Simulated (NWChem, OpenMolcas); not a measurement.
## How basis sets differ on CH4Si (SMILES C[SiH])

CH4Si has 6 atoms, charge 0, and is taken as a singlet. As SMILES, `C[SiH]`. Geometry: relaxed at PBE0-D4/def2-TZVP.

```xyz
6

C    -0.0935   -0.3660   -0.3703
Si    0.9173    0.2098    1.1223
H    -1.1569   -0.4101   -0.1022
H     0.2150   -1.3356   -0.7630
H    -0.0240    0.3820   -1.1708
H     0.1422    1.5200    1.2840
```

Each level gives the dipole moment (D). The values are calculated.

| level | kind | program | value (D) | CPU time |
| --- | --- | --- | --- | --- |
| HF/STO-3G | Hartree–Fock | NWChem | 0.15 | 0.98 s |
| HF/3-21G | Hartree–Fock | OpenMolcas | 1.23 | 2.4 s |
| HF/def2-SVP | Hartree–Fock | NWChem | 1.13 | 3.2 s |
| HF/def2-TZVP | Hartree–Fock | OpenMolcas | 1.11 | 12 s |
| HF/ANO-RCC-VTZP (DKH2, RICD fitting) | Hartree–Fock | OpenMolcas | 1.14 | 5.3 s |

The values span 0.15 to 1.23 D. Magnitudes only. Sets without polarisation functions give poor dipoles. Without the sets that lack polarisation functions the rows with a basis span only 1.11 to 1.14 D. Times are those of the runs behind each value, whatever else they computed, on shared processors of several kinds: orders of magnitude only.

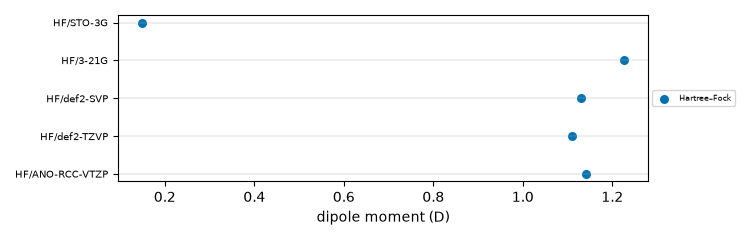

The values of the table, level by level.
